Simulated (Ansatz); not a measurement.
## Converging the plane-wave cutoff: Zr2Al3Zn (R3m, 6 atoms in the cell)

```
Zr2Al3Zn
1.0
    2.63996     1.52418     4.22622
   -2.63996     1.52418     4.22622
    0.00000    -3.04836     4.22622
Zr Al Zn
2 3 1
Direct
  0.62846   0.62846   0.62846
  0.37549   0.37549   0.37549
  0.00000   0.50000   0.00000
  0.00000   0.00000   0.50000
  0.50000   0.00000   0.00000
  0.00000   0.00000   0.00000
```

Method: LDA (PW92), default PAW files made with PBE (plane waves; Ansatz, a quantum-chemistry and plane-wave program).

Base settings: basis.ecutwfc = 420 eV; kpoints.mp_grid.grid = 6 6 6; hamiltonian.xc = lda; hamiltonian.pseudopotentials = {kind: paw} (the program's default PAW files); scf.occupations.method = gaussian; scf.occupations.width = 0.1 eV.

The second cell is the first with its lattice scaled by 0.98.

The mesh stays at the base's, so the ladder's end is converged at best in this setting alone.

The first pressure column holds Ansatz's estimate of the finite-basis (Pulay) stress, which hides part of the cutoff error; the other is without it.

Only quantities that move along the ladder and can be compared are tabulated.

The count of work is k-points × plane waves × bands × iterations; it is no time. 

The starting cell comes from a database of computed structures (which also holds hypothetical and non-ambient phases and stackings), without a prior relaxation at this level. Its lattice was rescaled by up to half a per cent. One atom was moved a little off its site on purpose. In the base run, with a pressure of about -3 GPa the cell is away from its equilibrium volume at this level.

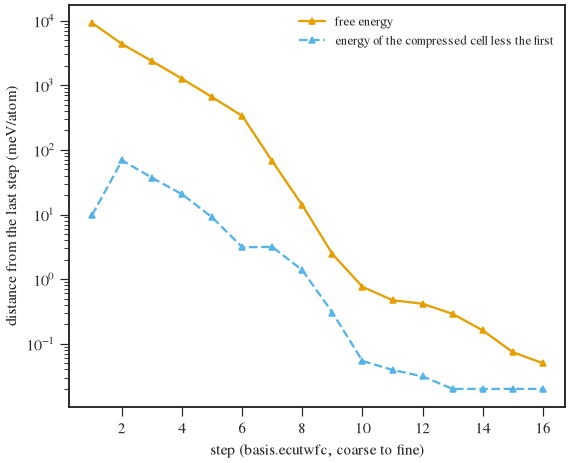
Figure. Distance from the last step along the ladder; very small values are drawn at a floor.

```tsv
basis.ecutwfc	free energy less the last step's (meV/atom)	energy of the compressed cell less the first (meV/atom)	pressure (GPa)	pressure without the Pulay estimate (GPa)	largest difference of a force vector from the last step's (eV/Å)	count of work / last
145 eV	9233.07	-7.83	-3.48	-255.53	0.024	0.055
170 eV	4339.21	70.80	2.21	-138.81	0.119	0.071
190 eV	2356.21	38.86	0.46	-86.38	0.061	0.080
210 eV	1257.38	22.46	-0.78	-54.01	0.010	0.11
230 eV	654.14	10.93	-2.22	-33.61	0.024	0.11
250 eV	334.63	5.03	-2.92	-20.88	0.029	0.12
295 eV	66.55	5.07	-2.92	-7.58	0.003	0.16
335 eV	13.87	3.29	-3.18	-4.33	0.002	0.19
380 eV	2.45	2.22	-3.34	-3.55	0.001	0.27
420 eV	0.76	1.97	-3.37	-3.41	0.000	0.31
460 eV	0.47	1.96	-3.37	-3.38	0.000	0.34
505 eV	0.42	1.95	-3.37	-3.38	0.000	0.41
565 eV	0.29	1.93	-3.38	-3.38	0.000	0.48
630 eV	0.16	1.92	-3.38	-3.38	0.000	0.49
735 eV	0.07	1.92	-3.38	-3.38	0.000	0.62
840 eV	0.02	1.92	-3.38	-3.38	0.000	0.76
1010 eV	0.00	1.92	-3.38	-3.38	0.000	1.0
```

Coarsest basis.ecutwfc that holds the pressure without the Pulay estimate within 0.2 GPa of the last step, with all finer ones: 380 eV, at 0.27 of the last step's count of work; the step before is off by 0.96 GPa.

Coarsest basis.ecutwfc that holds the forces within 0.005 eV/Å of the last step, with all finer ones: 295 eV, at 0.16 of the last step's count of work; the step before is off by 0.029 eV/Å.

Coarsest basis.ecutwfc that holds the free energy within 1 meV/atom of the last step, with all finer ones: 420 eV, at 0.31 of the last step's count of work; the step before is off by 2.4 meV/atom.

The energy difference between the two cells stays within 1 meV/atom of the last step's from 380 eV on, the total only from 420 eV on: much of the error is common to both cells and cancels.

Two neighbours can agree and both be off: 250 eV and 295 eV differ by 0.04 meV/atom in the energy of the compressed cell less the first, yet lie about 3.2 meV/atom from the last step.

At the lowest cutoff the pressure without the Pulay estimate lies 252 GPa under the last step's, the usual sign of Pulay stress in an incomplete plane-wave basis.

Keys are those of Ansatz 0.2.
